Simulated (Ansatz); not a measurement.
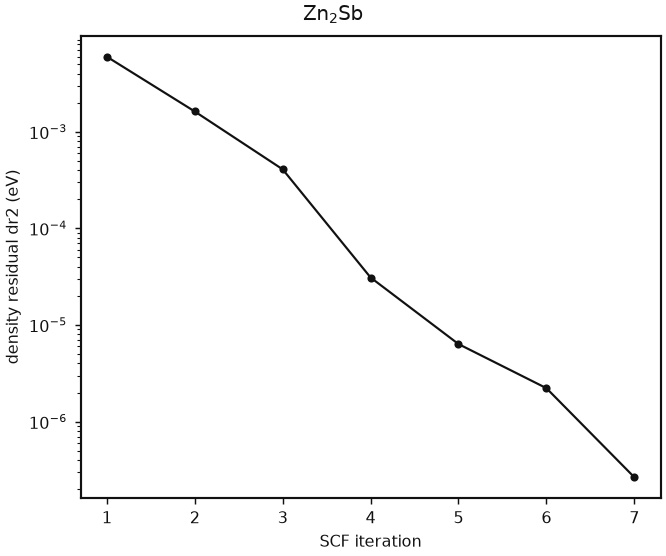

The plot shows the SCF iterations of a calculation: density residual dr2. The starting density is a sum of atomic densities corrected by a trained network.

Zn2Sb (6 atoms in the cell), run with Ansatz.

```
crystal:
  lattice:
    - [0.0, 3.8876393818, 3.8876393818]
    - [3.8876393818, 0.0, 3.8876393818]
    - [3.8876393818, 3.8876393818, 0.0]
  atoms:
    - { symbol: Zn, position: [0.625, 0.625, 0.625] }
    - { symbol: Zn, position: [0.125, 0.625, 0.625] }
    - { symbol: Zn, position: [0.625, 0.625, 0.125] }
    - { symbol: Zn, position: [0.625, 0.125, 0.625] }
    - { symbol: Sb, position: [0.0, 0.0, 0.0] }
    - { symbol: Sb, position: [0.25, 0.25, 0.25] }
  symmetry: { detect: false }
kpoints:
  mp_grid: { grid: [8, 8, 8] }
hamiltonian:
  xc: pbe
scf:
  occupations: { method: gaussian, width: 0.1 }
output:
  forces: true
  eigenvalues: true
  stress: true
accuracy: high
```

Command:
```bash
ansatz run input.yaml --threads 1 --pin off --max-ram 2560MiB --backend cpu --events-out ev --progress --plain --runs-dir out
```

Did the calculation converge?

Answer. It was still iterating, at step 7, when the time limit ended it. The residual is still falling at the last step (down to 2.7 × 10⁻⁷).

Read the residual at the first and at the last step drawn.

Answer. It starts near 6 × 10⁻³ and ends near 3 × 10⁻⁷ eV.
